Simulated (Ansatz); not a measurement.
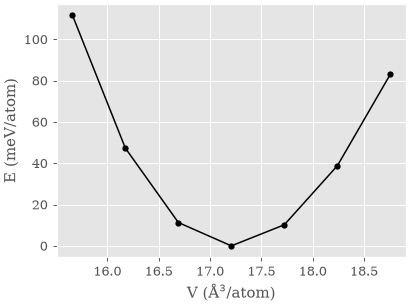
Figure. Ta (bcc (W type), Im-3m) under volume change, LDA in the plane-wave PAW code Ansatz, scaled uniformly.

Task: What does a third-order Birch–Murnaghan fit give for V₀, B₀ and B′?

Result: V₀ = 17.21 Å³/atom, B₀ = 219 GPa, B′ = 3.8.

The LDA relaxation kept the symmetry of its start. The run is not spin-polarised. Spin–orbit coupling is left out wherever it is not named.

Potentials: the earlier of the program's two PAW sets. The files were generated under PBE; for other functionals the program regenerates the frozen cores, and for LDA and PBEsol the local potential too.
